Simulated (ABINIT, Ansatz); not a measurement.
# A GW run on K2LiAlF6 (Fm-3m) in ABINIT, with inputs changed

What do changed inputs do to GW on K2LiAlF6 (Fm-3m)?

Main program and level: ABINIT 10.8.3; LDA and many-body steps on it, plane waves.

## 1. The starting structure

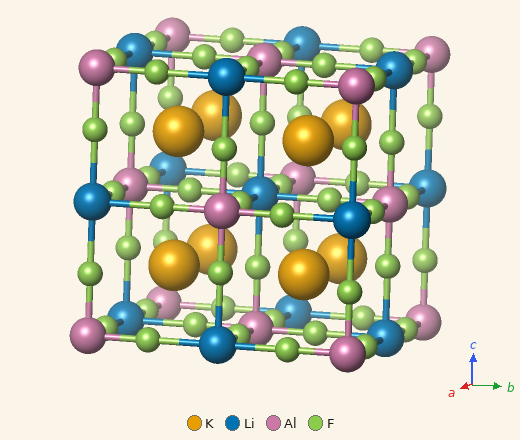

The starting structure, seen slightly off an axis (potassium orange, lithium blue, aluminium pink, fluorine green). This picture shows the conventional cell, with its axes. Some periodic images of atoms are drawn too.

The cell and positions come from the Crystallography Open Database and are kept as given unless a step says otherwise.

## 2. Screening, 2×2×2 mesh, 112 bands, screening to 114.3 eV

This step: ABINIT 10.8.3; RPA screening on LDA, plane waves, norm-conserving pseudopotentials.

The RPA dielectric matrix is built and inverted for each q.

Input file run.abi:

```
acell 3*1.0 Angstrom
rprim 
  0.000000000000 3.921000000000 3.921000000000
  3.921000000000 0.000000000000 3.921000000000
  3.921000000000 3.921000000000 -0.000000000000
ntypat 4
znucl 19 3 13 9
natom 10
typat 1 1 2 3 4 4 4 4 4 4
xred 
  0.250000000000 0.250000000000 0.250000000000
  0.750000000000 0.750000000000 0.750000000000
  0.500000000000 0.500000000000 0.500000000000
  0.000000000000 -0.000000000000 0.000000000000
  0.768900000000 0.231100000000 0.231100000000
  0.231100000000 0.768900000000 0.231100000000
  0.231100000000 0.768900000000 0.768900000000
  0.768900000000 0.231100000000 0.768900000000
  0.231100000000 0.231100000000 0.768900000000
  0.768900000000 0.768900000000 0.231100000000
pp_dirpath "pseudos"
pseudos "K.upf, Li.upf, Al.upf, F.upf"
ecut 36
ngkpt 2 2 2
nshiftk 1
shiftk 0 0 0
kptopt 1
chksymbreak 0
istwfk *1
occopt 1
irdwfk 1
optdriver 3
nband 112
ecuteps 4.2
inclvkb 2
awtr 1
symchi 1
indata_prefix "in"
outdata_prefix "out"
tmpdata_prefix "tmp"
```

Run with:

```
OMP_NUM_THREADS=1 mpirun -n 4 abinit run.abi > log
```

Log:

```text
.Version 10.8.3 of ABINIT. v10.8.2 released Aug 2026.

 Symmetries : space group Fm -3 m (#225); Bravais cF (face-center cubic)
[... echo of the input left out ...]
== DATASET  1 ==================================================================
-   mpi_nproc: 4, omp_nthreads: 1 (-1 if OMP is not activated)

--- !DatasetInfo
iteration_state: {dtset: 1, }
dimensions: {natom: 10, nkpt: 3, mband: 112, nsppol: 1, nspinor: 1, nspden: 1, mpw: 8393, }
cutoff_energies: {ecut:  36.0, pawecutdg:  -1.0, }
electrons: {nelect:   6.60000000E+01, charge:   0.00000000E+00, occopt:   1.00000000E+00, tsmear:   1.00000000E-02, }

 SCREENING: Calculation of the susceptibility and dielectric matrices

 Based on a program developped by R.W. Godby, V. Olevano, G. Onida, and L. Reining.
 Incorporated in ABINIT by V. Olevano, G.-M. Rignanese, and M. Torrent.
.Using double precision arithmetic ; gwpc =  8

[... cell and pseudopotentials left out ...]
--------------------------------------------------------------------------------

 ==== K-mesh for the wavefunctions ====
 Number of points in the irreducible wedge :     3
[... list of points left out ...]
 Together with 48 symmetry operations and time-reversal symmetry
 yields     8 points in the full Brillouin Zone.

 ==== Q-mesh for the screening function ====
 Number of points in the irreducible wedge :     3
[... list of points left out ...]
 Together with 48 symmetry operations and time-reversal symmetry
 yields     8 points in the full Brillouin Zone.

 setmesh: FFT mesh size selected  =    40x   40x   40
          total number of points  =        64000

 vcoul_init : cutoff-mode = AUXILIARY_FUNCTION
 q-points for optical limit:   1
     1)      0.000010    0.000020    0.000030

- screening: taking advantage of time-reversal symmetry
- Maximum band index for partially occupied states nbvw = 33
- Remaining bands to be divided among processors   nbcw = 79
- Number of bands treated by each node ~19

 Number of electrons calculated from density =   66.0000; Expected =   66.0000
 average of density, n =  0.081120
 r_s =    1.4331
 omega_plasma =   27.4738 [eV]

 calculating chi0 at frequencies [eV] :
  1    0.000000E+00    0.000000E+00
  2    0.000000E+00    2.747382E+01

--------------------------------------------------------------------------------
  q-point number  1        q = ( 0.000000, 0.000000, 0.000000) [r.l.u.]
--------------------------------------------------------------------------------
[... chi0 elements left out ...]
 For q-point:  0.000010 0.000020 0.000030
  dielectric constant =   2.0524
  dielectric constant without local fields =   2.2002

  Average fulfillment of the sum rule on Im[epsilon] for q-point    1 :     36.56  [%]
[... wings left out ...]
  q-point number  2        q = ( 0.500000, 0.000000, 0.000000) [r.l.u.]
--------------------------------------------------------------------------------
[... chi0 elements left out ...]
  Average fulfillment of the sum rule on Im[epsilon] for q-point    2 :     42.47  [%]

 [... 1 further q-points ...]
```

Elapsed: 54 s, on 4 MPI ranks of Arm Neoverse N1, shared host; peak memory 1.5 GiB; 3.6 min of CPU time.

Numbers from this step:

```
ε∞ with local fields, on this mesh, along the program's q direction : 2.052
the same without local fields                                       : 2.200
plasma frequency                                                    : 27.47 eV
plane waves in the screening matrix                                 : 331
```

Local fields lower ε∞ by 7 %. On a Γ-centred mesh this coarse the value itself is usually too large, while a short band sum pulls it down.

## 3. Base

The self-energy is evaluated for the states that the input lists, and the levels follow from it, in one-shot runs by the linearised quasiparticle equation.

This step: G0W0 on LDA, plane waves, norm-conserving pseudopotentials.

Edit run.abi of step 2 so:

```diff
@@ -31,8 +31,15 @@
 irdwfk 1
-optdriver 3
+optdriver 4
 nband 112
+gwcalctyp 0
+ecutsigx 36
+symsigma 1
+nkptgw 1
+kptgw 
+  0.0000000000 0.0000000000 0.0000000000
+bdgw 
+  31 36
 ecuteps 4.2
-inclvkb 2
-awtr 1
-symchi 1
+irdscr 1
+ppmodel 1
 indata_prefix "in"
```

Log:

```text
.Version 10.8.3 of ABINIT. v10.8.2 released Aug 2026.

 Symmetries : space group Fm -3 m (#225); Bravais cF (face-center cubic)
[... echo of the input left out ...]
== DATASET  1 ==================================================================
-   mpi_nproc: 4, omp_nthreads: 1 (-1 if OMP is not activated)

--- !DatasetInfo
iteration_state: {dtset: 1, }
dimensions: {natom: 10, nkpt: 3, mband: 112, nsppol: 1, nspinor: 1, nspden: 1, mpw: 8393, }
cutoff_energies: {ecut:  36.0, pawecutdg:  -1.0, }
electrons: {nelect:   6.60000000E+01, charge:   0.00000000E+00, occopt:   1.00000000E+00, tsmear:   1.00000000E-02, }

 SIGMA: Calculation of the GW corrections

 Based on a program developped by R.W. Godby, V. Olevano, G. Onida, and L. Reining.
 Incorporated in ABINIT by V. Olevano, G.-M. Rignanese, and M. Torrent.
.Using double precision arithmetic ; gwpc =  8

[... cell and pseudopotentials left out ...]
--------------------------------------------------------------------------------

 ==== K-mesh for the wavefunctions ====
 Number of points in the irreducible wedge :     3
[... list of points left out ...]
 Together with 48 symmetry operations and time-reversal symmetry
 yields     8 points in the full Brillouin Zone.

 ==== Q-mesh for screening function ====
 Number of points in the irreducible wedge :     3
[... list of points left out ...]
 Together with 48 symmetry operations and time-reversal symmetry
 yields     8 points in the full Brillouin Zone.

 vcoul_init : cutoff-mode = AUXILIARY_FUNCTION
 q-points for optical limit:   1
     1)      0.000010    0.000020    0.000030
 setmesh: FFT mesh size selected  =    60x   60x   60
          total number of points  =       216000

 Number of electrons calculated from density =   66.0000; Expected =   66.0000
 average of density, n =  0.081120
 r_s =    1.4331
 omega_plasma =   27.4738 [eV]

 === KS Band Gaps ===
  >>>> For spin  1
   Minimum direct gap =   7.5533 [eV], located at k-point      :   0.0000  0.0000  0.0000
   Fundamental gap    =   7.5533 [eV], Top of valence bands at :   0.0000  0.0000  0.0000
                                       Bottom of conduction at :   0.0000  0.0000  0.0000
 SIGMA fundamental parameters:
 PLASMON POLE MODEL  1
 number of plane-waves for SigmaX                 8393
 number of plane-waves for SigmaC and W            331
 number of plane-waves for wavefunctions          8393
 number of bands                                   112
 number of independent spin polarizations            1
 number of spinorial components                      1
 number of k-points in IBZ                           3
 number of q-points in IBZ                           3
 number of symmetry operations                      48
 number of k-points in BZ                            8
 number of q-points in BZ                            8
 number of frequencies for dSigma/dE                 9
 frequency step for dSigma/dE [eV]                0.25
 number of omega for Sigma on real axis              0
 max omega for Sigma on real axis  [eV]           0.00
 zcut for avoiding poles [eV]                     0.10

 EPSILON^-1 parameters (SCR file):
 dimension of the eps^-1 matrix on file            331
 dimension of the eps^-1 matrix used               331
 number of plane-waves for wavefunctions          8393
 number of bands                                   112
 number of q-points in IBZ                           3
 number of frequencies                               2
 number of real frequencies                          1
 number of imag frequencies                          1

 matrix elements of self-energy operator (all in [eV])

 Perturbative Calculation

--- !SelfEnergy_ee
iteration_state: {dtset: 1, }
kpoint     : [   0.000,    0.000,    0.000, ]
spin       : 1
KS_gap     :    7.553
QP_gap     :   11.930
Delta_QP_KS:    4.376
data: !SigmaeeData |
     Band     E0 <VxcDFT>   SigX SigC(E0)      Z dSigC/dE  Sig(E)    E-E0       E
       31   0.311 -22.825 -30.265   5.070   0.828  -0.208 -24.786  -1.961  -1.650
       32   0.311 -22.825 -30.265   5.070   0.828  -0.208 -24.786  -1.961  -1.650
       33   0.311 -22.825 -30.265   5.070   0.828  -0.208 -24.786  -1.961  -1.650
       34   7.864 -11.404  -6.118  -2.596   0.898  -0.114  -8.989   2.415  10.279
       35  10.340 -10.711  -4.753  -2.508   0.902  -0.109  -7.599   3.112  13.452
       36  10.340 -10.711  -4.753  -2.508   0.902  -0.109  -7.599   3.112  13.452

== END DATASET(S) ==============================================================
================================================================================

 -outvars: echo values of variables after computation  --------
           etotal      0.0000000000E+00
            nband         112
             nkpt           3
          spgroup         225
 [... the other variables as echoed above ...]

 Calculation completed.
```

Elapsed: 12 s, on 4 MPI ranks; peak memory 1.3 GiB.

This step gave:

| Property | Result |
| --- | --- |
| G0W0 gap on the points computed | 11.93 eV |
| starting gap on the mesh | 7.553 eV |
| k of the valence top | 0, 0, 0 |
| k of the conduction bottom | 0, 0, 0 |
| Z at the valence top | 0.828 |
| Z at the conduction bottom | 0.898 |
| least direct G0W0 gap on the computed points | 11.93 eV |

The gap on the mesh goes from 7.55 eV to 11.93 eV, a correction of +4.38 eV.

## 4. Unknown plasmon-pole model

Edit run.abi of step 3 so:

```diff
@@ -43,3 +43,3 @@
 irdscr 1
-ppmodel 1
+ppmodel 7
 indata_prefix "in"
```

Log:

```text
.Version 10.8.3 of ABINIT. v10.8.2 released Aug 2026.

 Symmetries : space group Fm -3 m (#225); Bravais cF (face-center cubic)
================================================================================
 Values of the parameters that define the memory need of the present run
     intxc =       0    ionmov =       0      iscf =       7    lmnmax =       6
     lnmax =       6     mgfft =      60  mpssoang =       3    mqgrid =    3001
     natom =      10  nloc_mem =       1    nspden =       1   nspinor =       1
    nsppol =       1      nsym =      48    n1xccc =    2501    ntypat =       4
    occopt =       1   xclevel =       1
-    mband =         112        mffmem =           1         mkmem =           1
       mpw =        8393          nfft =      216000          nkpt =           3
================================================================================
  Rough estimation (10% accuracy) of disk space for files :
================================================================================

--------------------------------------------------------------------------------
------------- Echo of variables that govern the present computation ------------
--------------------------------------------------------------------------------
 -outvars: echo values of preprocessed input variables --------
            acell      1.8897261259E+00  1.8897261259E+00  1.8897261259E+00 Bohr

             bdgw          31      36
      chksymbreak           0
             ecut      3.60000000E+01 Hartree
          ecuteps      4.20000000E+00 Hartree
         ecutsigx      3.60000000E+01 Hartree
          ecutwfn      3.60000000E+01 Hartree
-          fftalg         312
           irdscr           1
           irdwfk           1

              ixc       -1012
[...]
pspatm : epsatm=    0.57439143
         --- l  ekb(1:nproj) -->
[...]
pspatm: atomic psp has been read  and splines computed

- F Generated using ONCVPSP code by D. R. Hamann
-  9.00000   7.00000  201202                  znucl, zion, pspdat
12 -1012 2 -1 824                             pspcod,pspxc,lmax,lloc,mmax
     nproj     2     2     1
  pspatm : epsatm=    4.94580260
         --- l  ekb(1:nproj) -->
             0    6.487052    1.061847
             1   -4.029087   -1.312559
             2   -2.364936
 pspatm: atomic psp has been read  and splines computed

   3.25367968E+03                                ecore*ucvol(ha*bohr**3)
--------------------------------------------------------------------------------

 ==== K-mesh for the wavefunctions ====
 Number of points in the irreducible wedge :     3
 Reduced coordinates and weights :

     1)     0.00000000E+00  0.00000000E+00  0.00000000E+00       0.12500
     2)     5.00000000E-01  0.00000000E+00  0.00000000E+00       0.50000
     3)     5.00000000E-01  5.00000000E-01  0.00000000E+00       0.37500

 Together with 48 symmetry operations and time-reversal symmetry
 yields     8 points in the full Brillouin Zone.

 ==== Q-mesh for screening function ====
 Number of points in the irreducible wedge :     3
 Reduced coordinates and weights :

     1)     0.00000000E+00  0.00000000E+00  0.00000000E+00       0.12500
     2)     5.00000000E-01  0.00000000E+00  0.00000000E+00       0.50000
     3)     5.00000000E-01  5.00000000E-01  0.00000000E+00       0.37500

 Together with 48 symmetry operations and time-reversal symmetry
 yields     8 points in the full Brillouin Zone.

 vcoul_init : cutoff-mode = AUXILIARY_FUNCTION
 q-points for optical limit:   1
     1)      0.000010    0.000020    0.000030
 setmesh: FFT mesh size selected  =    60x   60x   60
          total number of points  =       216000

 Number of electrons calculated from density =   66.0000; Expected =   66.0000
 average of density, n =  0.081120
 r_s =    1.4331
 omega_plasma =   27.4738 [eV]

--- !BUG
message: |
    Wrong ppm%model: 7

--- !BUG
message: |
    Wrong ppm%model: 7

--- from the log ---
Wrong ppm%model: 7
```

Wall time 5.9 s (4 MPI ranks); peak memory 0.28 GiB.

The run stopped with an error after 5.9 s.

The program's words: Wrong ppm%model: 7

The fault put into this input: unknown plasmon-pole model.

## 5. Side by side

Times are wall times on 4 MPI ranks of Arm Neoverse N1, shared host, good to a factor of about two. A run's time includes the screening step that it read.

```csv
run,mesh,bands,screening cutoff (eV),DFT gap (eV),gap on the mesh (eV),direct (eV),ε∞ used,time
base,2×2×2,112,114.3,7.553,11.929,11.929,2.05,66 s
```

## 6. Summary of results

- base: 11.929 eV
- known limits: not at the basis limit; coarse k mesh

**Reading.** Bands and cutoff are finite, so the gap is not at the basis limit. The miss can reach some tenths of an eV and take either sign; the mesh is an error of its own. In the G0W0 run levels were corrected at 1 k point alone, so a gap called «on the mesh» is the least over those, and an edge elsewhere would be missed. The 2×2×2 mesh is coarse for this cell, which bears on the long-range parts of exchange and screening.

[Paths, hosts, dates, memory and timing lines, banners, echoed tables and standing remarks are left out of the program output.]

[Logs are printed without paths, hosts, clocks, repeated set-up lines and the standing remarks that a program may print on its own settings, such as how far it seeks lower states.]

[Runs of the session that timed out or met a known fault of the program may be left out.]

[Hosts, paths, dates, database ids (printed as entryN), source tags and the programs' standing remarks are cut or masked in the printed files.]

[G0W0 gaps are taken among the corrected bands and points alone; a level outside them can change the order at an edge.]

[Where Ansatz stands beside ABINIT at settings called matched, ABINIT's density can come from a denser mesh and the files from another edition; pairs whose starting gaps differed by over 0.03 eV were left out, so agreement reads better than it is.]
